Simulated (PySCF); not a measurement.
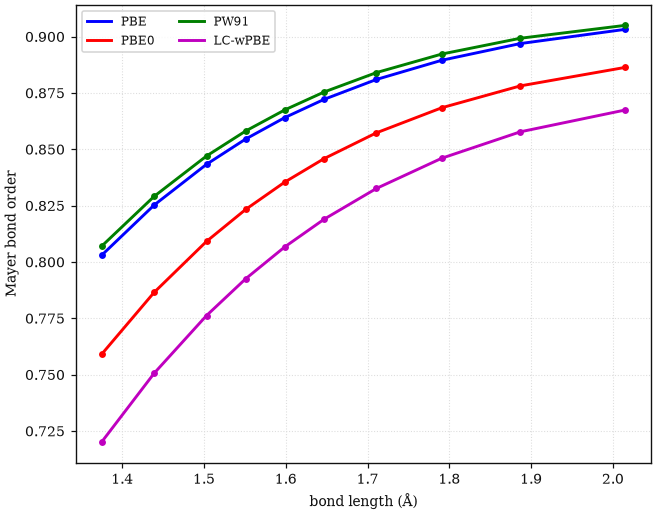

Bond curves of LiH, singlet, def2-TZVPP (non-relativistic), PySCF 2.14.0: Mayer bond order. One reference determinant with the occupation held, the lowest that a PBE0 search over spins and occupations found; no spin-orbit coupling. Straight lines join the computed points. References: UKS for PBE0, PBE, PW91 and LC-wPBE.

**Order the curves at 1.38 Å, where they differ most.**

LC-wPBE 0.72, PBE0 0.76, PBE 0.80, PW91 0.81 , from lowest to highest.

**Give the values at the computed points.**

```csv
bond length (Å),PBE,PBE0,PW91,LC-wPBE
1.38,0.80,0.76,0.81,0.72
1.44,0.83,0.79,0.83,0.75
1.50,0.84,0.81,0.85,0.78
1.55,0.85,0.82,0.86,0.79
1.60,0.86,0.84,0.87,0.81
1.65,0.87,0.85,0.88,0.82
1.71,0.88,0.86,0.88,0.83
1.79,0.89,0.87,0.89,0.85
1.89,0.90,0.88,0.90,0.86
2.01,0.90,0.89,0.90,0.87
```
